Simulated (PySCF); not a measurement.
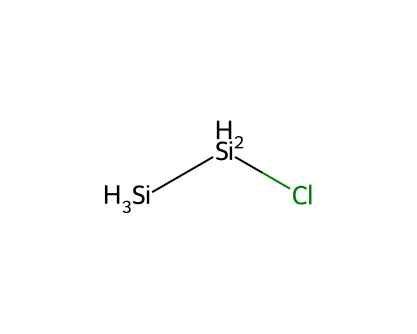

The geometry was computed by an optimisation with PBE0-D3(BJ)/def2-SVP. No frequency run is at hand to confirm it as a minimum. Properties computed with PBE0-D3(BJ)/def2-SVP, gas phase (PySCF 2.14.0).

> Estimate the rotational constants.

10.490, 2.274, 1.955 GHz.
